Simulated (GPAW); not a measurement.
Band structure of TiGa5Co (P4/mmm, 7 atoms in the cell).

```
CELL_PARAMETERS angstrom
      4.02856     0.00000     0.00000
      0.00000     4.02856     0.00000
      0.00000     0.00000     6.44181
ATOMIC_POSITIONS crystal
  Ti 0.00000 0.00000 0.00000
  Ga 0.00000 0.50000 0.29802
  Ga 0.00000 0.50000 0.70198
  Ga 0.50000 0.00000 0.29802
  Ga 0.50000 0.00000 0.70198
  Ga 0.50000 0.50000 0.00000
  Co 0.00000 0.00000 0.50000
```

Method: LDA (Perdew-Wang 92), GPAW PAW datasets LDA (gpaw-data 1.0.1) (plane waves; GPAW).

Settings: mode = pw; ecut = 850 eV; xc = LDA; kpts = 5 5 3; mesh shift (steps) = 0 0 0; occupations.name = methfessel-paxton; occupations.width = 0.1 eV; occupations.order = 0; nbands = -15; convergence.density = 1e-05 e/electron; convergence.energy = 1e-05 eV/electron; symmetry.symmorphic = false; symmetry.tolerance = 0.0005; maxiter = 100.

The starting cell comes from a database of computed structures (which also holds hypothetical and non-ambient phases and stackings), without a prior relaxation at this level. Spin polarisation is off.

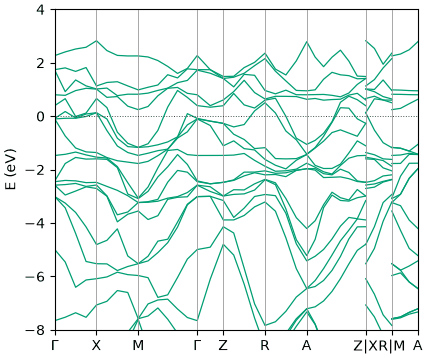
Bands along the path, energies from the Fermi level.

Levels in eV from the Fermi level, bands 15 to 22:
```tsv
point	15	16	17	18	19	20	21	22
Γ	-1.47	-0.10	-0.10	-0.08	0.40	0.80	1.72	1.74
X	-1.54	-1.36	0.13	0.13	0.66	1.01	1.02	1.13
M	-3.07	-1.77	-1.47	-1.17	-1.17	0.24	0.82	0.98
Z	-1.47	-1.11	-0.27	-0.27	0.39	0.61	1.41	1.41
R	-1.88	-1.62	-1.18	0.50	0.60	0.64	0.96	2.16
A	-1.76	-1.44	-1.44	-1.42	-1.06	0.63	0.80	0.95
```

Bands cross the Fermi level along this path, so the cell is metallic at this level.
